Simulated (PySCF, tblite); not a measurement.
# C3H11NO2Si3: geometry, infrared bands and NMR shifts

What infrared bands and NMR shifts should C3H11NO2Si3 (`CCO[Si@H](O)[SiH2][SiH2]C#N`) show?

Programs: tblite 0.8.0 and PySCF 2.14.0, with density-fitted response routines of our own. Each step states its level of theory. These are calculated values for one molecule in the gas phase, unless marked as measured. Atoms are numbered from 0 throughout.

## Step 1: Starting geometry

20 atoms, charge 0, multiplicity 1; geometry from: force field or distance geometry start.

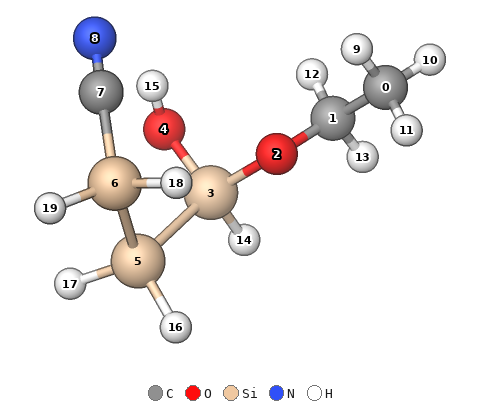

The starting geometry (carbon grey, oxygen red, silicon light orange, nitrogen blue, hydrogen white), atoms numbered.

## Step 2: Relaxing the molecule with GFN2-xTB

Job settings and geometry (Å):

```
{"job": {"kind": "relax", "xc": "GFN2-xTB", "basis": "xTB"}, "charge": 0, "multiplicity": 1}
C      2.784800     0.685800     1.399100
C      2.238200     0.360600     0.008200
O      0.929900    -0.157800     0.166900
Si     0.084700    -0.591800    -1.211400
O     -0.242100     0.759500    -2.082500
Si    -1.865800    -1.702200    -0.598700
Si    -2.766300    -0.333100     1.017900
C     -2.466400     1.419200     0.433900
N     -2.217300     2.460200    -0.001000
H      2.131700     1.427100     1.896600
H      3.790300     1.084100     1.338700
H      2.777500    -0.205800     2.037800
H      2.233700     1.266800    -0.585800
H      2.897400    -0.393900    -0.453300
H      0.935200    -1.489100    -2.012500
H     -0.542600     1.551200    -1.588400
H     -1.587400    -3.060100    -0.042600
H     -2.788700    -1.852300    -1.757800
H     -2.117300    -0.585100     2.345500
H     -4.214500    -0.632600     1.191300
```

The run is started by

```console
$ OMP_NUM_THREADS=1 python probes_run.py task.json out
```

This one command runs all jobs of the session in turn.

Output:

```text
step      E/eV     max force
  0    -769.83122    1.179
  1    -769.89538    2.767
  2    -769.92388    2.080
  3    -769.98288    0.738
  4    -770.01118    0.635
  5    -770.05002    0.884
  6    -770.08253    0.581
  7    -770.11436    0.456
  8    -770.13918    0.464
  9    -770.15917    0.452
 10    -770.17290    0.310
 11    -770.18459    0.328
 12    -770.19504    0.251
 13    -770.20285    0.190
 14    -770.20843    0.163
 15    -770.21296    0.170
 16    -770.21753    0.164
 17    -770.22202    0.177
 18    -770.22561    0.153
 19    -770.22866    0.149
 20    -770.23211    0.129
 21    -770.23627    0.161
 22    -770.24054    0.157
 23    -770.24402    0.136
 24    -770.24666    0.128
 25    -770.24934    0.136
 26    -770.25278    0.184
 27    -770.25681    0.197
 28    -770.26060    0.155
 29    -770.26343    0.095
 30    -770.26533    0.098
 31    -770.26683    0.093
 32    -770.26816    0.083
 33    -770.26930    0.074
 34    -770.27037    0.080
 35    -770.27147    0.077
 36    -770.27261    0.077
 37    -770.27393    0.099
 38    -770.27553    0.128
 39    -770.27724    0.093
 40    -770.27885    0.098
 41    -770.28049    0.103
 42    -770.28237    0.134
 43    -770.28450    0.123
 44    -770.28613    0.087
 45    -770.28700    0.074
 46    -770.28775    0.064
 47    -770.28866    0.071
 48    -770.28966    0.077
 49    -770.29074    0.077
 50    -770.29179    0.070
 51    -770.29283    0.066
 52    -770.29384    0.085
 53    -770.29475    0.074
 54    -770.29561    0.069
 55    -770.29661    0.088
 56    -770.29785    0.097
 57    -770.29925    0.093
 58    -770.30044    0.085
 59    -770.30126    0.069
 60    -770.30191    0.070
 61    -770.30268    0.102
 62    -770.30347    0.085
 63    -770.30404    0.062
 64    -770.30440    0.047
 65    -770.30469    0.053
 66    -770.30493    0.056
 67    -770.30512    0.035
 68    -770.30525    0.028
 69    -770.30539    0.029
 70    -770.30558    0.043
 71    -770.30579    0.047
 72    -770.30596    0.031
 73    -770.30607    0.027
 74    -770.30615    0.023
 75    -770.30623    0.024
 76    -770.30631    0.021
 77    -770.30638    0.016
 78    -770.30643    0.017
 79    -770.30649    0.023
 80    -770.30658    0.033
 81    -770.30669    0.032
 82    -770.30681    0.023
 83    -770.30692    0.027
 84    -770.30705    0.027
 85    -770.30717    0.027
 86    -770.30729    0.024
 87    -770.30739    0.023
 88    -770.30749    0.020
 89    -770.30759    0.026
 90    -770.30772    0.030
 91    -770.30787    0.030
 92    -770.30802    0.036
 93    -770.30814    0.029
 94    -770.30824    0.022
 95    -770.30831    0.016
 96    -770.30836    0.017
 97    -770.30842    0.018
 98    -770.30848    0.022
 99    -770.30856    0.024
100    -770.30863    0.022
101    -770.30870    0.024
102    -770.30879    0.024
103    -770.30895    0.034
104    -770.30919    0.043
105    -770.30944    0.112
106    -770.30956    0.134
107    -770.30975    0.026
108    -770.30986    0.034
109    -770.31000    0.053
110    -770.31022    0.061
111    -770.31050    0.054
112    -770.31078    0.043
113    -770.31105    0.047
114    -770.31136    0.054
115    -770.31175    0.066
116    -770.31215    0.069
117    -770.31248    0.037
118    -770.31270    0.068
119    -770.31291    0.040
120    -770.31308    0.053
121    -770.31336    0.060
122    -770.31353    0.049
123    -770.31371    0.028
124    -770.31384    0.036
125    -770.31402    0.030
126    -770.31419    0.036
127    -770.31436    0.036
128    -770.31452    0.027
129    -770.31466    0.030
130    -770.31477    0.021
131    -770.31484    0.018
132    -770.31490    0.020
133    -770.31498    0.024
134    -770.31509    0.024
135    -770.31521    0.022
136    -770.31531    0.018
137    -770.31538    0.020
138    -770.31546    0.023
139    -770.31556    0.028
140    -770.31569    0.026
141    -770.31579    0.025
142    -770.31585    0.019
143    -770.31591    0.017
144    -770.31600    0.021
145    -770.31611    0.021
146    -770.31621    0.023
147    -770.31629    0.023
148    -770.31640    0.028
149    -770.31654    0.032
150    -770.31673    0.032
151    -770.31689    0.025
152    -770.31702    0.023
153    -770.31714    0.025
154    -770.31728    0.033
155    -770.31745    0.039
156    -770.31764    0.036
157    -770.31781    0.048
158    -770.31800    0.052
159    -770.31821    0.051
160    -770.31842    0.048
161    -770.31859    0.049
162    -770.31871    0.029
163    -770.31880    0.024
164    -770.31887    0.029
165    -770.31895    0.036
166    -770.31902    0.035
167    -770.31913    0.027
168    -770.31921    0.020
169    -770.31927    0.022
170    -770.31931    0.022
171    -770.31934    0.015
172    -770.31937    0.012
173    -770.31939    0.014
174    -770.31942    0.016
175    -770.31946    0.018
176    -770.31952    0.021
177    -770.31962    0.030
178    -770.31977    0.039
179    -770.31996    0.045
180    -770.32015    0.042
181    -770.32033    0.035
182    -770.32052    0.035
183    -770.32073    0.038
184    -770.32097    0.055
185    -770.32123    0.061
186    -770.32155    0.055
187    -770.32187    0.042
188    -770.32219    0.037
189    -770.32243    0.049
190    -770.32273    0.056
191    -770.32296    0.043
192    -770.32312    0.047
193    -770.32332    0.033
194    -770.32347    0.030
195    -770.32365    0.031
196    -770.32386    0.038
197    -770.32409    0.032
198    -770.32425    0.028
199    -770.32432    0.025
200    -770.32442    0.021
201    -770.32451    0.021
202    -770.32458    0.018
203    -770.32463    0.017
204    -770.32468    0.015
205    -770.32476    0.020
206    -770.32491    0.026
207    -770.32508    0.024
208    -770.32523    0.021
209    -770.32534    0.025
210    -770.32543    0.043
211    -770.32552    0.029
212    -770.32563    0.024
213    -770.32574    0.020
214    -770.32581    0.019
215    -770.32589    0.018
216    -770.32595    0.020
217    -770.32603    0.023
218    -770.32609    0.018
219    -770.32616    0.013
220    -770.32620    0.012
221    -770.32624    0.014
222    -770.32627    0.013
223    -770.32630    0.010
```

It took 4 s on 1 thread of Arm Neoverse N1, shared host; peak memory 0.18 GiB.

Step by step: (not every step is listed)

| step | energy from step 0 (eV) | largest force (eV/Å) |
| --- | --- | --- |
| 0 | 0.0000 | 1.1789 |
| 1 | -0.0642 | 2.7666 |
| 2 | -0.0927 | 2.0796 |
| 3 | -0.1517 | 0.7377 |
| 4 | -0.1800 | 0.6350 |
| 5 | -0.2188 | 0.8841 |
| 6 | -0.2513 | 0.5811 |
| 7 | -0.2831 | 0.4555 |
| 8 | -0.3080 | 0.4644 |
| 29 | -0.4322 | 0.0950 |
| 50 | -0.4606 | 0.0702 |
| 71 | -0.4746 | 0.0469 |
| 92 | -0.4768 | 0.0360 |
| 113 | -0.4798 | 0.0474 |
| 134 | -0.4839 | 0.0236 |
| 155 | -0.4862 | 0.0393 |
| 176 | -0.4883 | 0.0213 |
| 197 | -0.4929 | 0.0316 |
| 218 | -0.4949 | 0.0181 |
| 219 | -0.4949 | 0.0128 |
| 220 | -0.4950 | 0.0118 |
| 221 | -0.4950 | 0.0144 |
| 222 | -0.4950 | 0.0126 |
| 223 | -0.4951 | 0.0100 |

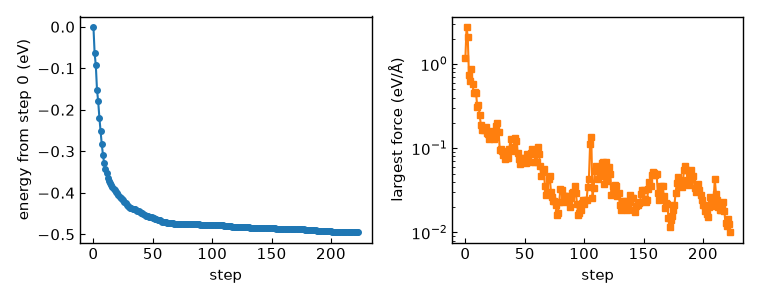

Energy and largest force along the relaxation.

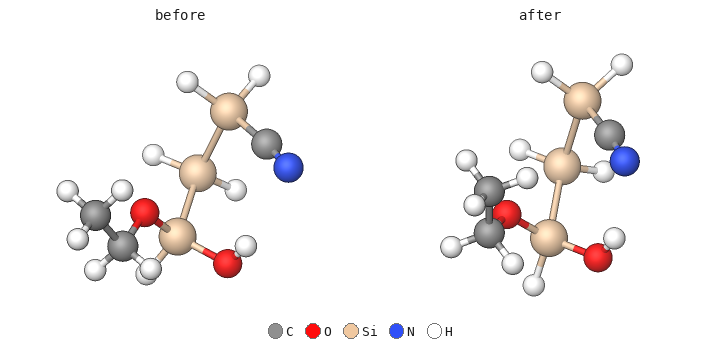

Before and after, at one scale.

Distances of close pairs at the start and the end, largest changes first:

```csv
bond,before (Å),after (Å),change (Å)
O2–Si3,1.674,1.629,-0.045
Si5–Si6,2.302,2.338,+0.036
Si6–H18,1.499,1.470,-0.029
Si3–Si5,2.327,2.298,-0.029
O4–H15,0.980,0.957,-0.023
Si5–H16,1.494,1.473,-0.020
Si6–H19,1.489,1.470,-0.019
C0–H9,1.106,1.088,-0.018
```

The final coordinates are the input of the step that follows.

## Step 3: Infrared spectrum with GFN2-xTB

Job settings and geometry (Å):

```
{"job": {"kind": "ir", "xc": "GFN2-xTB", "basis": "xTB"}, "charge": 0, "multiplicity": 1}
C      2.038849     0.860684     1.365597
C      2.185603     0.166633     0.019566
O      1.048180    -0.611544    -0.238068
Si     0.140360    -0.672932    -1.589688
O     -0.182577     0.799707    -2.200869
Si    -1.669415    -1.685804    -0.600719
Si    -2.379164    -0.437613     1.243805
C     -1.783369     1.278257     0.787100
N     -1.347766     2.258506     0.377095
H      1.177827     1.525050     1.345908
H      2.931730     1.439537     1.585283
H      1.889987     0.121861     2.149384
H      2.321065     0.910656    -0.772715
H      3.059229    -0.496761     0.021554
H      0.851547    -1.233587    -2.737692
H     -0.488502     1.528194    -1.660123
H     -1.445034    -3.067193    -0.140140
H     -2.814746    -1.803350    -1.523968
H     -1.733839    -0.653597     2.546577
H     -3.805115    -0.216026     1.523934
```

Output:

```text
mode    cm-1     km/mol
  1      26.7      0.71
  2      37.4      0.60
  3      44.6      1.67
  4      68.8      2.07
  5      77.9      2.05
  6      89.1      6.45
  7     116.6      4.48
  8     149.2      4.72
  9     221.9      1.77
 10     242.8     12.88
 11     248.9      2.44
 12     309.6      4.85
 13     312.0     29.53
 14     338.5     23.13
 15     374.2      2.53
 16     389.6     47.26
 17     408.7     62.04
 18     420.9     45.75
 19     486.4     41.16
 20     535.6      4.14
 21     578.2     23.94
 22     587.3    475.17
 23     620.2    197.85
 24     662.3     81.33
 25     676.5    177.12
 26     703.5     59.57
 27     739.1     61.44
 28     797.6    173.87
 29     812.1    455.86
 30     832.0     54.35
 31     838.0    118.01
 32     894.3    113.25
 33     989.7     57.93
 34    1091.6     19.67
 35    1134.6    206.87
 36    1153.5     31.44
 37    1266.8      1.37
 38    1345.2      8.05
 39    1401.8      9.67
 40    1479.0      4.91
 41    1488.7      2.11
 42    1495.4      3.78
 43    2138.6    264.63
 44    2157.3    268.00
 45    2193.8    515.91
 46    2211.3    139.89
 47    2236.5    347.12
 48    2328.6     67.47
 49    2901.3     54.92
 50    2928.9     55.36
 51    3039.2     26.07
 52    3041.4     10.21
 53    3044.4     40.99
 54    3582.8     22.44
```

It took 1.9 s on 1 thread of Arm Neoverse N1, shared host; peak memory 0.19 GiB.

The strongest bands and the atoms that carry them (share of the mass-weighted mode):

```csv
cm⁻¹,km/mol,atoms
587,475.2,"H17 22 %, H19 18 %, H16 13 %, N8 10 %"
620,197.8,"Si6 28 %, N8 19 %, H16 15 %, C7 12 %"
812,455.9,"H16 26 %, H17 26 %, H15 23 %"
1135,206.9,"C1 38 %, O2 36 %"
2139,264.6,H17 92 %
2157,268.0,H16 94 %
2194,515.9,"H19 55 %, H18 38 %"
2236,347.1,H14 97 %
```

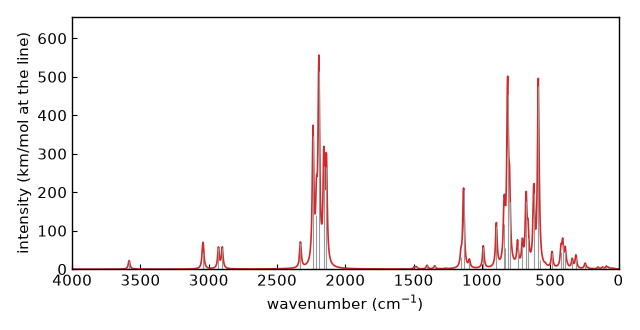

The infrared spectrum from these modes, unscaled. Lines are broadened to a width of 14 cm⁻¹ (Lorentzian).

## Step 4: Nuclear shieldings: PBE0/pcSseg-1

Same as in step 3 but for these lines:

```diff
@@ -1,2 +1,2 @@
-{"job": {"kind": "ir", "xc": "GFN2-xTB", "basis": "xTB"}, "charge": 0, "multiplicity": 1}
+{"job": {"kind": "nmr", "xc": "PBE0", "basis": "pcSseg-1"}, "charge": 0, "multiplicity": 1}
 C      2.038849     0.860684     1.365597
```

With the program's defaults for keys left out, this is: GIAO PBE0/pcSseg-1 NMR shielding, non-relativistic, gas phase.

Output:

```text
coarse grid: 18184 points
cycle   1  E = -1193.6325890648  dE =  8.816e-01  |g| = 9.809e-01  |ddm| = 4.033e+00
cycle   2  E = -1193.3149032157  dE =  3.177e-01  |g| = 1.600e+00  |ddm| = 2.300e+00
cycle   3  E = -1193.8029553157  dE = -4.881e-01  |g| = 2.236e-01  |ddm| = 1.641e+00
cycle   4  E = -1193.8107065555  dE = -7.751e-03  |g| = 1.251e-01  |ddm| = 1.776e-01
cycle   5  E = -1193.8138454942  dE = -3.139e-03  |g| = 2.482e-02  |ddm| = 8.445e-02
cycle   6  E = -1193.8139830705  dE = -1.376e-04  |g| = 4.822e-03  |ddm| = 2.248e-02
cycle   7  E = -1193.8139884470  dE = -5.376e-06  |g| = 9.566e-04  |ddm| = 4.688e-03
final grid: 161904 points
cycle   8  E = -1193.8842118914  dE = -2.833e-05  |g| = 1.093e-02  |ddm| = 2.728e-02
cycle   9  E = -1193.8841914139  dE =  2.048e-05  |g| = 1.534e-02  |ddm| = 1.713e-02
cycle  10  E = -1193.8842336835  dE = -4.227e-05  |g| = 1.572e-03  |ddm| = 1.090e-02
cycle  11  E = -1193.8842341728  dE = -4.893e-07  |g| = 5.153e-04  |ddm| = 1.466e-03
cycle  12  E = -1193.8842342167  dE = -4.388e-08  |g| = 2.334e-04  |ddm| = 3.914e-04
cycle  13  E = -1193.8842342282  dE = -1.156e-08  |g| = 4.190e-05  |ddm| = 1.701e-04
cycle  14  E = -1193.8842342285  dE = -2.781e-10  |g| = 1.837e-05  |ddm| = 4.666e-05
converged SCF energy = -1193.8842342285

GIAO shielding tensors (ppm)
atom      isotropic    diamagn.    paramagn.     s11        s22        s33       span
  0 C      165.997     250.274     -84.277    147.422    165.782    184.788     37.366
  1 C      125.709     243.962    -118.253     90.998    117.299    168.829     77.831
  2 O      252.346     408.361    -156.015    210.814    255.087    291.138     80.324
  3 Si     366.681     883.027    -516.347    351.003    368.324    380.716     29.712
  4 O      270.546     394.274    -123.728    237.908    261.738    311.993     74.085
  5 Si     482.289     883.568    -401.279    468.826    484.339    493.702     24.876
  6 Si     451.763     881.653    -429.890    435.508    448.058    471.721     36.213
  7 C       53.868     269.553    -215.684    -64.919    -57.258    283.782    348.701
  8 N      -91.689     339.584    -431.273   -285.154   -276.759    286.846    572.000
  9 H       29.629      34.392      -4.763     25.016     29.223     34.647      9.632
 10 H       30.695      28.989       1.706     26.470     27.421     38.194     11.724
 11 H       30.236      32.157      -1.921     27.187     28.502     35.019      7.833
 12 H       27.406      31.697      -4.291     22.475     27.682     32.061      9.586
 13 H       27.639      29.222      -1.583     21.953     27.167     33.796     11.843
 14 H       26.240      29.699      -3.458     22.648     23.580     32.492      9.844
 15 H       28.119      36.814      -8.695     19.740     24.205     40.412     20.672
 16 H       28.445      30.575      -2.130     25.336     25.591     34.408      9.072
 17 H       28.461      29.957      -1.496     24.994     25.590     34.799      9.805
 18 H       27.400      30.119      -2.718     24.055     25.669     32.477      8.423
 19 H       27.416      27.601      -0.184     23.650     25.020     33.579      9.930
```

Wall time 89 s (1 thread of Arm Neoverse N1, shared host); peak memory 1.1 GiB.

Shifts follow as δ = σ(reference) − σ, with reference shieldings (ppm) from runs at the same level and on the same kind of geometry: ¹H TMS 31.72, ¹³C TMS 186.9, ²⁹Si TMS 349.2, ¹⁵N NH3 267.7, ¹⁷O H2O 336.1. The references are single molecules in the gas phase, so shifts against H2O, NH3, PH3, H3PO4 or CFCl3 are not on the usual liquid scales and can be off by tens of ppm. Atoms listed in one row are averaged.

```
       atoms                              environment  σ (ppm)  δ (ppm)  δ scaled to CDCl3
          C7                           nitrile carbon     53.9    133.1              127.9
          C1                      sp3 CH2 bonded to O    125.7     61.2               57.8
          C0                            methyl carbon    166.0     20.9               18.5
         H14  hydrogen on a silicon bonded to 2 O, Si    26.24     5.48                  –
         H18    hydrogen on a silicon bonded to C, Si    27.40     4.32                  –
         H12       hydrogen on an sp3 CH2 bonded to O    27.41     4.31               4.17
         H19    hydrogen on a silicon bonded to C, Si    27.42     4.30                  –
         H13       hydrogen on an sp3 CH2 bonded to O    27.64     4.08               3.95
         H15       hydrogen on an oxygen bonded to Si    28.12     3.60                  –
         H16     hydrogen on a silicon bonded to 2 Si    28.45     3.27                  –
         H17     hydrogen on a silicon bonded to 2 Si    28.46     3.26                  –
H9, H10, H11              hydrogen on a methyl carbon    30.19     1.53               1.55
          O2                   oxygen bonded to C, Si    252.3     83.7                  –
          O4                   oxygen bonded to Si, H    270.5     65.5                  –
         Si3             silicon bonded to 2 O, Si, H    366.7    -17.5                  –
         Si6             silicon bonded to C, Si, 2 H    451.8   -102.6                  –
         Si5              silicon bonded to 2 Si, 2 H    482.3   -133.1                  –
          N8                         nitrile nitrogen    -91.7    359.4                  –
```

The scaled column applies a straight-line fit of computed shieldings to shifts measured in CDCl3 (root-mean-square error 0.16 ppm for H, 1.9 ppm for C).

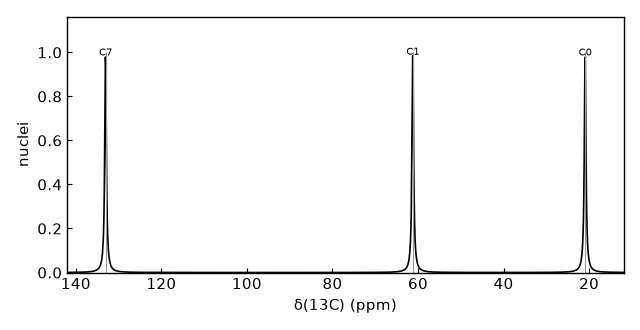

¹³C lines at the computed shifts, without couplings. Lines are broadened to a width of 0.45 ppm (Lorentzian).

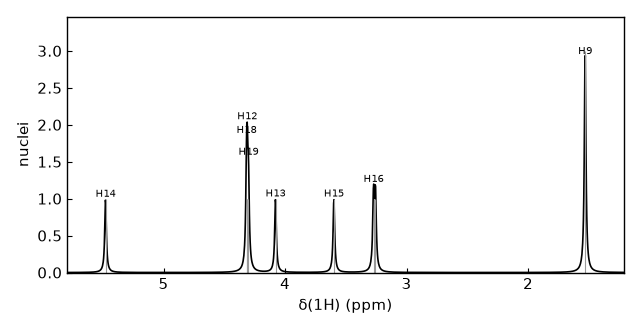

¹H lines at the computed shifts, without couplings. Lines are broadened to a width of 0.02 ppm (Lorentzian).

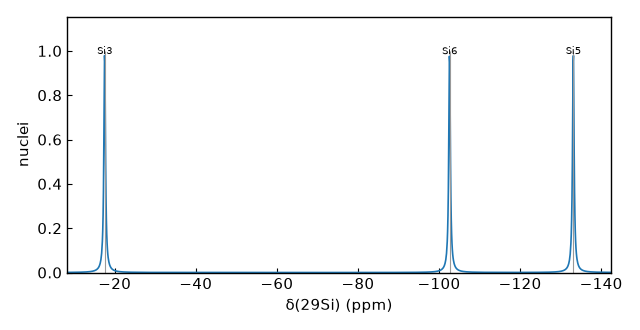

²⁹Si lines at the computed shifts, without couplings. Lines are broadened to a width of 0.46 ppm (Lorentzian).

The run also stored atomic charges by several schemes (e):

| atoms | Mulliken | IAO | Hirshfeld | ESP fit |
| --- | --- | --- | --- | --- |
| C0 | -0.30 | -0.43 | -0.13 | -0.38 |
| C1 | 0.02 | -0.04 | 0.01 | 0.31 |
| O2 | -0.66 | -0.66 | -0.22 | -0.51 |
| Si3 | 0.96 | 1.10 | 0.38 | 0.67 |
| O4 | -0.56 | -0.79 | -0.31 | -0.66 |
| Si5 | -0.12 | 0.11 | 0.15 | 0.01 |
| Si6 | 0.45 | 0.46 | 0.30 | 0.36 |
| C7 | -0.16 | -0.13 | -0.01 | 0.13 |
| N8 | -0.28 | -0.23 | -0.19 | -0.39 |

ESP fit charges:

C0 -0.38; C1 0.31; O2 -0.51; Si3 0.67; O4 -0.66; Si5 0.01; Si6 0.36; C7 0.13; N8 -0.39; H9 0.12; H10 0.09; H11 0.11; H12 0.02; H13 0.02; H14 -0.09; H15 0.42; H16 -0.04; H17 -0.06; H18 -0.06; H19 -0.07

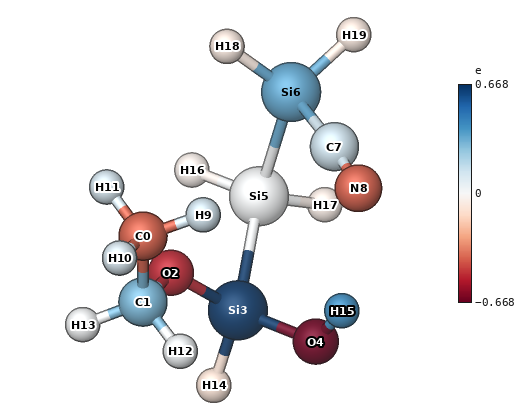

ESP fit charges, as colours on the atoms.

Mayer bond orders: C0–C1 1.07, C1–O2 0.86, O2–Si3 0.96, Si3–O4 1.03, Si3–Si5 0.84, Si5–Si6 0.87, Si6–C7 0.80, C7–N8 2.85.

## Step 5: What came out

| quantity | value |
| --- | --- |
| strongest single infrared mode (GFN2-xTB) | 2194 cm⁻¹, 516 km/mol |
| zero-point energy (GFN2-xTB) | 83.3 kcal/mol |
| ¹³C shifts against TMS (PBE0/pcSseg-1) | 133.1, 61.2, 20.9 ppm |
| ¹H shifts against TMS (PBE0/pcSseg-1, means over atoms taken as alike) | 5.48, 4.32, 4.31, 4.30, 4.08, 3.60, 3.27, 3.26, 1.53 ppm |
| ¹⁷O shifts against H2O (PBE0/pcSseg-1) | 83.7, 65.5 ppm |
| ²⁹Si shifts against TMS (PBE0/pcSseg-1) | -17.5, -102.6, -133.1 ppm |
| ¹⁵N shifts against NH3 (PBE0/pcSseg-1) | 359.4 ppm |

Relaxing lowered the energy by 0.495 eV in 223 steps; the close pair that moved most is O2–Si3, from 1.674 to 1.629 Å. All 54 modes are real, so the xTB geometry is a minimum. The strongest single mode, at 2194 cm⁻¹, moves mainly H19 and H18. Unscaled tight-binding wavenumbers are off by several per cent, some by more. Its intensities can rank the bands wrongly. At PBE0/pcSseg-1: The largest span, 572 ppm, is at N8, where the paramagnetic term is -431 ppm.
